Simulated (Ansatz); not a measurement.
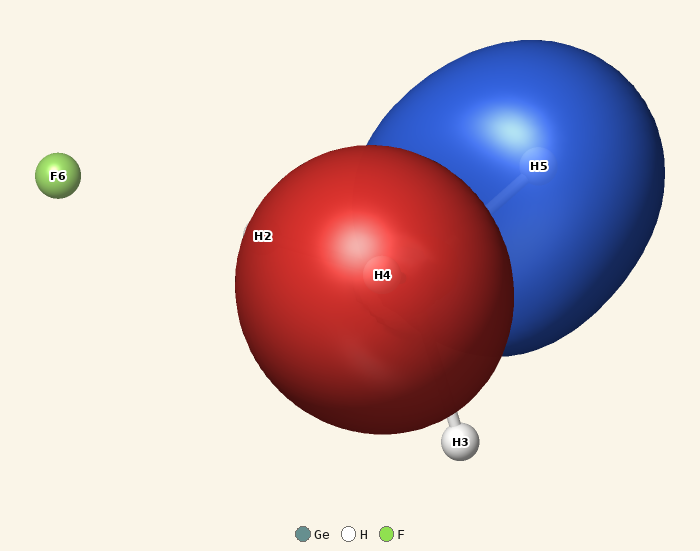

*GeH4···F (doublet). The HOMO (α) at ±0.1 Å⁻³ᐟ² (red and blue are the two phases), seen at a tilt.*

All numbers below come from UHF/def2-mTZVP (Ansatz).

Input file:

```
crystal:
  periodic: [false, false, false]
  atoms:
    - { symbol: Ge, position_ang: [0.0, 0.0, 0.0] }
    - { symbol: H, position_ang: [0.0, 0.0, 1.8] }
    - { symbol: H, position_ang: [1.4616, 0.0, -0.5162] }
    - { symbol: H, position_ang: [-0.73, 1.2648, -0.5162] }
    - { symbol: H, position_ang: [-0.73, -1.2648, -0.5162] }
    - { symbol: F, position_ang: [0.0, 0.0, 3.02] }
magnetization:
  spin_polarized: true
  initial_magnetization: 1
basis:
  gaussian: { orbitals: def2-mTZVP }
hamiltonian:
  xc: hf
relax:
  f_tol: 0.15
  max_steps: 25
  restrain:
    - { distance: [1, 5], at: 2.12, k: 30.0 }
    - { distance: [0, 1], at: 1.55, k: 30.0 }
output:
  orbitals: {}
```

Launched as:

```sh
ansatz run input.yaml --threads 1 --pin off --max-ram 2048MiB --backend cpu --events-out ev --progress --plain --runs-dir out
```

The fields are those of the run's last geometry, not of the input's.

**Where does this orbital lie, and at what energy?**

It lies mainly on Ge1 (about 45 %), H4 (about 25 %) and H5 (about 25 %). It is one of a degenerate set, so its orientation is arbitrary. Its energy is −12.97 eV.
